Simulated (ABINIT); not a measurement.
## Convergence study of the plane-wave cutoff for Rb (Im-3m, 1 atom in the cell)

```xyz
1
Lattice="-2.8335 2.8335 2.8335 2.8335 -2.8335 2.8335 2.8335 2.8335 -2.8335" Properties=species:S:1:pos:R:3 pbc="T T T"
Rb     0.0000     0.0000     0.0000
```

Level of theory: LDA (PW92), PAW (JTH v2.0 LDA PAW) (plane waves; ABINIT).

Base settings: pseudos = [Rb.LDA_PW-JTH.xml]; ecut = 20 Ha; pawecutdg = 40 Ha; pawxcdev = 0; occopt = 3; tsmear = 0.1 eV; ngkpt = 3 3 3; nshiftk = 1; shiftk = 0 0 0; potentials = JTH v2.0 LDA PAW.

Moved along: pawecutdg.

The second cell is the first with its lattice scaled by 0.98.

The mesh stays at the base's, so the ladder's end is converged at best in this setting alone.

Only quantities that move along the ladder and can be compared are tabulated.

The count of work is k-points × plane waves × bands × iterations; it is no time. 

The starting cell has typed, rounded lattice constants, without a prior relaxation at this level. Its lattice was rescaled by up to half a per cent. Without a gap this mesh is coarse (it stands for a supercell whose shortest vector is 15 Å).

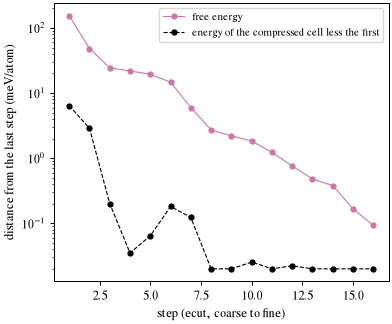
Distance from the last step along the ladder; very small values are drawn at a floor.

| ecut | free energy less the last step's (meV/atom) | energy of the compressed cell less the first (meV/atom) | pressure (GPa) | count of work / last |
|---|---|---|---|---|
| 7 Ha | 154.98 | -8.79 | -2.09 | 0.051 |
| 8 Ha | 48.31 | -12.32 | -0.98 | 0.069 |
| 9 Ha | 24.40 | -14.99 | -0.59 | 0.075 |
| 10 Ha | 21.80 | -15.16 | -0.52 | 0.095 |
| 11 Ha | 19.46 | -15.26 | -0.56 | 0.10 |
| 12 Ha | 14.64 | -15.38 | -0.59 | 0.13 |
| 14 Ha | 6.00 | -15.32 | -0.56 | 0.16 |
| 16 Ha | 2.70 | -15.20 | -0.52 | 0.18 |
| 18 Ha | 2.20 | -15.21 | -0.51 | 0.19 |
| 20 Ha | 1.83 | -15.22 | -0.52 | 0.24 |
| 22 Ha | 1.23 | -15.17 | -0.52 | 0.28 |
| 24 Ha | 0.76 | -15.17 | -0.52 | 0.45 |
| 27 Ha | 0.48 | -15.18 | -0.51 | 0.42 |
| 30 Ha | 0.38 | -15.18 | -0.51 | 0.50 |
| 35 Ha | 0.17 | -15.19 | -0.51 | 0.91 |
| 40 Ha | 0.09 | -15.20 | -0.51 | 0.83 |
| 48 Ha | 0.00 | -15.19 | -0.51 | 1.0 |

Coarsest ecut that holds the free energy within 2 meV/atom of the last step, with all finer ones: 20 Ha, at 0.24 of the last step's count of work; the step before is off by 2.2 meV/atom.

Coarsest ecut that holds the energy of the compressed cell less the first within 1 meV/atom of the last step, with all finer ones: 9 Ha, at 0.075 of the last step's count of work; the step before is off by 2.9 meV/atom.

Coarsest ecut that holds the pressure within 1 GPa of the last step, with all finer ones: 8 Ha, at 0.069 of the last step's count of work; the step before is off by 1.6 GPa.

The energy difference between the two cells stays within 1 meV/atom of the last step's from 9 Ha on, the total only from 24 Ha on: much of the error is common to both cells and cancels.

At the lowest cutoff the pressure lies 1.6 GPa under the last step's, the usual sign of Pulay stress in an incomplete plane-wave basis.
